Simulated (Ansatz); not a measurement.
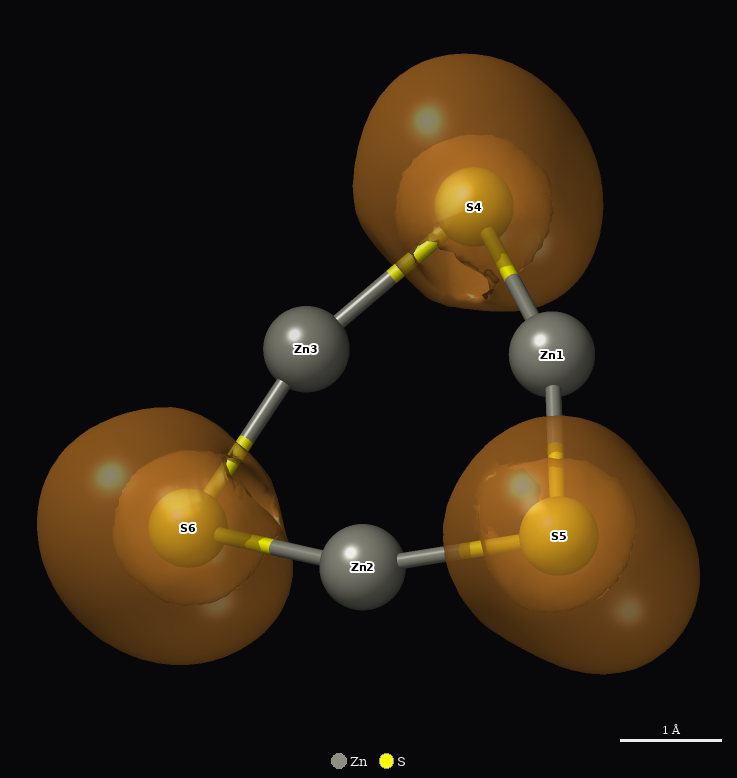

*S3Zn3. Isosurface of the ELF at 0.75 (orange), seen at a tilt. Core shells and regions of very low density are left out.*

Geometry: PBE0-D4/def2-SVP.

Theory: Ansatz, RKS PBE0-D4/def2-TZVP.

```json
{"atom": "Zn", "x (Å)": "-1.6382", "y (Å)": "0.1169", "z (Å)": "0.0095"}
{"atom": "Zn", "x (Å)": "0.7177", "y (Å)": "-1.4768", "z (Å)": "-0.0354"}
{"atom": "Zn", "x (Å)": "0.9204", "y (Å)": "1.3599", "z (Å)": "0.0259"}
{"atom": "S", "x (Å)": "-1.0838", "y (Å)": "2.2301", "z (Å)": "0.0535"}
{"atom": "S", "x (Å)": "-1.3900", "y (Å)": "-2.0536", "z (Å)": "-0.0402"}
{"atom": "S", "x (Å)": "2.4738", "y (Å)": "-0.1765", "z (Å)": "-0.0133"}
```

### Describe the localisation domains.

The surface consists of three regions wrapped around S (the valence shell of each).

Values along the shortest contacts:
Zn–S (2.19 Å): the ELF peaks at about 0.80 in the valence shell of S, 0.9 Å from its nucleus, and is about 0.50 at the midpoint.
